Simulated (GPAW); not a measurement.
Band structure of Sr₃In (Fm-3m, 4 atoms in the cell).

```xyz
4
Lattice="0.0000 4.3344 4.3344 4.3344 0.0000 4.3344 4.3344 4.3344 0.0000" Properties=species:S:1:pos:R:3 pbc="T T T"
Sr     6.5017     6.5017     6.5017
Sr     2.1672     2.1672     2.1672
Sr     4.3344     4.3344     4.3344
In     0.0000     0.0000     0.0000
```

Method of the run: PBEsol, GPAW PAW datasets PBEsol (made by gpaw-setup) (plane waves; GPAW).

Settings: mode = pw; ecut = 550 eV; xc = PBEsol; kpts = 7 7 7; mesh shift (steps) = 0 0 0; occupations.name = fermi-dirac; occupations.width = 0.1 eV; nbands = -10; convergence.density = 1e-05 e/electron; symmetry.symmorphic = false; symmetry.tolerance = 0.0005; maxiter = 100; bandpath_npoints = 40.

The starting cell comes from a database of computed structures (which also holds hypothetical and non-ambient phases and stackings), without a prior relaxation at this level.

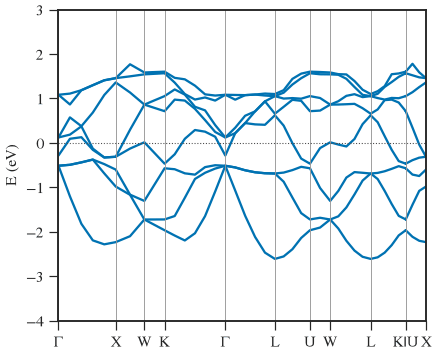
Bands along the path, energies from the Fermi level.

Levels in eV from the Fermi level, bands 19 to 25:
| point | 19 | 20 | 21 | 22 | 23 | 24 | 25 |
|---|---|---|---|---|---|---|---|
| Γ | -0.52 | -0.52 | -0.52 | -0.28 | 0.12 | 0.12 | 1.08 |
| X | -2.23 | -0.98 | -0.60 | -0.31 | -0.31 | 1.36 | 1.46 |
| W | -1.72 | -1.72 | -1.31 | 0.01 | 0.86 | 0.86 | 1.54 |
| K | -1.97 | -1.72 | -0.57 | -0.47 | 0.71 | 1.05 | 1.57 |
| L | -2.61 | -0.69 | -0.69 | 0.62 | 0.66 | 1.05 | 1.05 |
| U | -1.97 | -1.72 | -0.57 | -0.47 | 0.71 | 1.05 | 1.57 |

Bands cross the Fermi level along this path, so the cell is metallic at this level.
